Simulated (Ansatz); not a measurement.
# A ladder of methods for BNH2Cl (SMILES N[B]Cl)

The species is BNH2Cl (5 atoms), meant as a doublet with charge 0. SMILES: `N[B]Cl`. The shape is that of a PBE0-D4/def2-TZVP optimisation. This is one conformer, not always the lowest.

```xyz
5

N    -0.3340    0.4121   -0.2567
B    -0.0984   -0.5446    0.7044
Cl    1.3432   -1.5262    0.7846
H    -1.1767    0.9599   -0.2731
H     0.3158    0.6251   -1.0006
```

Quantity: the energy change with the N1–H5 bond stretched from 1.010 to 1.516 Å, in eV. The values are calculated.

```csv
level,kind,program,value (eV),less FCI/STO-3G,CPU time (all runs)
UHF/STO-3G,Hartree–Fock,Ansatz,3.00,+0.89,0.32 s
U-r2SCAN/STO-3G,meta-GGA,Ansatz,2.18,+0.07,10 s
U-wB97M-V/STO-3G,range-separated hybrid,Ansatz,2.40,+0.29,48 s
RPA@PBE/STO-3G,RPA,Ansatz,2.05,-0.06,4.3 s
UMP2/STO-3G,perturbation theory,Ansatz,2.73,+0.62,0.32 s
UBCCD(T)/STO-3G,coupled cluster or CI,Ansatz,2.13,+0.02,0.87 s
UCCSDT(Q)/STO-3G,coupled cluster or CI,Ansatz,2.11,0.00,3.8 s
FCI/STO-3G,exact in the basis,Ansatz,2.11,0.00,2.3 min
```

FCI/STO-3G is exact within its basis and frozen core, so for wave-function methods in that basis the difference is their error; functionals converge differently with the basis, so for them it is only a difference. The first shape isn't each level's own minimum. The values span 2.05 to 3.00 eV. Spin contamination of the reference (⟨S²⟩ at least 0.1 too high) touches UHF/STO-3G, UMP2/STO-3G, UBCCD(T)/STO-3G, UCCSDT(Q)/STO-3G. All rows use very small basis sets, so none should be taken for the real molecule's value. CPU times are rough (shared hosts, several kinds of processor and program).

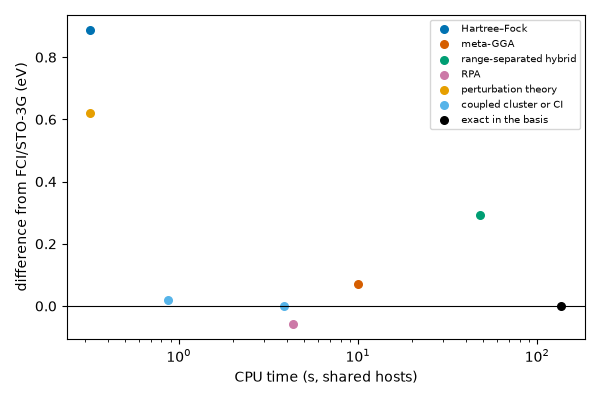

Difference from FCI/STO-3G against processor time, one point a level.
